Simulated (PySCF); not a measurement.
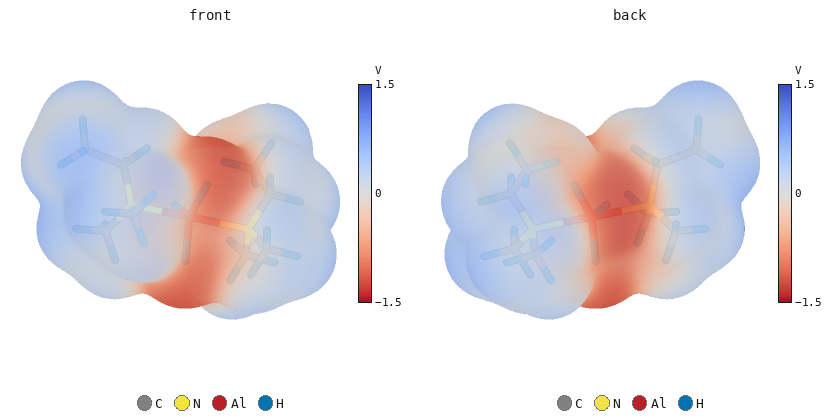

*C$_{8}$H$_{25}$AlN$_{2}$ (bis(dimethylethylamine) alane). The molecular electrostatic potential painted on the density surface at 0.001 e/bohr³, seen from the front and from behind; the colour scale runs from red (negative) to blue (positive).*

Geometry: PBE0-D3(BJ)/def2-SVP.

Method: PBE0/pcSseg-1, SCF density, gas phase, non-relativistic in PySCF 2.14.0.

```yaml
atoms:
  - { symbol: C, position_ang: [2.9517, 1.6606, -0.5066] }
  - { symbol: C, position_ang: [3.0848, 0.3938, 0.3126] }
  - { symbol: N, position_ang: [2.2867, -0.7525, -0.1553] }
  - { symbol: C, position_ang: [2.5189, -1.8774, 0.7469] }
  - { symbol: C, position_ang: [2.6096, -1.1359, -1.5253] }
  - { symbol: Al, position_ang: [0.1009, -0.3511, -0.0493] }
  - { symbol: N, position_ang: [-2.0792, -0.0248, 0.1547] }
  - { symbol: C, position_ang: [-2.5220, -0.8330, 1.2853] }
  - { symbol: C, position_ang: [-2.6942, -0.4810, -1.0867] }
  - { symbol: C, position_ang: [-2.2668, 1.4165, 0.3816] }
  - { symbol: C, position_ang: [-3.6976, 1.8939, 0.5753] }
  - { symbol: H, position_ang: [3.5255, 2.4631, -0.0201] }
  - { symbol: H, position_ang: [1.9024, 1.9780, -0.5815] }
  - { symbol: H, position_ang: [3.3465, 1.5468, -1.5269] }
  - { symbol: H, position_ang: [2.7577, 0.5926, 1.3448] }
  - { symbol: H, position_ang: [4.1501, 0.0864, 0.3615] }
  - { symbol: H, position_ang: [2.2066, -1.5986, 1.7635] }
  - { symbol: H, position_ang: [1.9149, -2.7363, 0.4266] }
  - { symbol: H, position_ang: [3.5882, -2.1625, 0.7640] }
  - { symbol: H, position_ang: [2.0034, -2.0100, -1.8013] }
  - { symbol: H, position_ang: [3.6813, -1.3911, -1.6348] }
  - { symbol: H, position_ang: [2.3562, -0.3220, -2.2159] }
  - { symbol: H, position_ang: [-0.1746, -1.9332, -0.3025] }
  - { symbol: H, position_ang: [0.3178, 0.2309, 1.4554] }
  - { symbol: H, position_ang: [0.1242, 0.6383, -1.3349] }
  - { symbol: H, position_ang: [-2.0386, -0.4703, 2.2033] }
  - { symbol: H, position_ang: [-2.2097, -1.8746, 1.1223] }
  - { symbol: H, position_ang: [-3.6188, -0.8083, 1.4163] }
  - { symbol: H, position_ang: [-3.7974, -0.4277, -1.0542] }
  - { symbol: H, position_ang: [-2.3959, -1.5230, -1.2703] }
  - { symbol: H, position_ang: [-2.3248, 0.1311, -1.9214] }
  - { symbol: H, position_ang: [-1.8058, 1.9299, -0.4769] }
  - { symbol: H, position_ang: [-1.6552, 1.6767, 1.2603] }
  - { symbol: H, position_ang: [-3.6995, 2.9839, 0.7241] }
  - { symbol: H, position_ang: [-4.3320, 1.6831, -0.2989] }
  - { symbol: H, position_ang: [-4.1737, 1.4434, 1.4593] }
```

Which sites attract a positive test charge, and which a negative one?

A positive charge is drawn to the negative regions and a negative charge to the positive ones. The most negative region (about −1.2 V) lies over H23, H24 and H25, the most positive (about +0.5 V) over the H atoms.

How polar is the molecule by this calculation?

Its dipole moment is 0.26 D.
